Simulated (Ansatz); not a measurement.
Consider NiMoIrPdW.

The calculation's input:

```
crystal:
  lattice:
    - [4.1467052496, 0.0, 0.0]
    - [-2.0733526248, 3.5911520881, 0.0]
    - [0.0, 0.0, 5.4162929548]
  atoms:
    - { symbol: Ni, position: [0.0, 0.0, 0.0222140705] }
    - { symbol: Mo, position: [0.6666666667, 0.3333333333, 0.4599586468] }
    - { symbol: Pd, position: [0.3333333333, 0.6666666667, 0.7460133124] }
    - { symbol: Ir, position: [0.3333333333, 0.6666666667, 0.256414073] }
    - { symbol: W, position: [0.6666666667, 0.3333333333, -0.0001482526] }
basis:
  ecutwfc: 420
kpoints:
  mp_grid: { grid: [12, 12, 6] }
  band_path:
    path:
      - [[0.0, 0.0, 0.0], [0.5, 0.0, 0.0], [0.33333333, 0.33333333, 0.0], [0.0, 0.0, 0.0], [0.0, 0.0, 0.5], [0.5, 0.0, 0.5], [0.33333333, 0.33333333, 0.5], [0.0, 0.0, 0.5]]
      - [[0.5, 0.0, 0.5], [0.5, 0.0, 0.0]]
      - [[0.33333333, 0.33333333, 0.5], [0.33333333, 0.33333333, 0.0]]
    npoints: 10
hamiltonian:
  xc: pbe
scf:
  occupations: { method: gaussian, width: 0.1 }
output:
  forces: true
  stress: true
  eigenvalues: true
  populations: true
  dos: { projected: true, de: 0.02 }
  bader: false
  write_density: true
  write_potential: true
  elf: true
  volumetric_format: npy
magnetization:
  noncollinear: true
  spin_orbit: true
```

Launched as:

```sh
ansatz run input.yaml --threads 2 --pin off --max-ram 5120MiB --backend cpu --events-out ev --progress --plain --runs-dir out
```

Below, planes, directions and counts refer to the conventional cell (a = 4.15 Å, b = 4.15 Å, c = 5.42 Å, α = 90.00°, β = 90.00°, γ = 120.00°).

Space group P3m1; a generated structure, not necessarily the stable one.

Level of theory: DFT PBE, spin-orbit coupling, plane waves, PAW (Ansatz 0.2.0).

**What can the converged valence pseudo-density and electron localisation function tell about the bonding?**

Ni–W (2.40 Å): the density is about 0.55 e/Å³ at the midpoint; the ELF is about 0.35 at the midpoint.
Mo–W (2.49 Å): ρ is about 0.66 e/Å³ halfway; the ELF is about 0.45 at the midpoint.
Mo–Ir (2.64 Å): the density is about 0.52 e/Å³ at the midpoint; the ELF is about 0.45 at the midpoint.
Ir–Pd (2.65 Å): ρ is about 0.44 e/Å³ halfway; the ELF is about 0.35 at the midpoint.

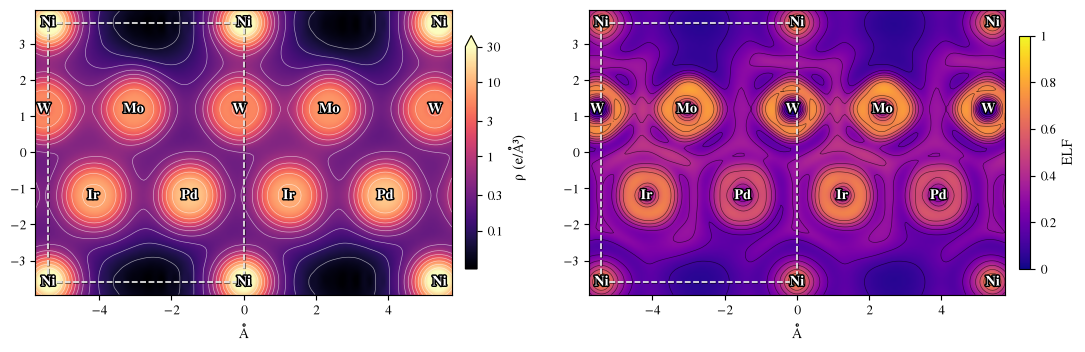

Computed valence pseudo-density and electron localisation function on the (110) plane of the conventional cell, in this order. 

The density is the valence pseudo-density of a PAW calculation; it isn't the true density close to the nuclei.
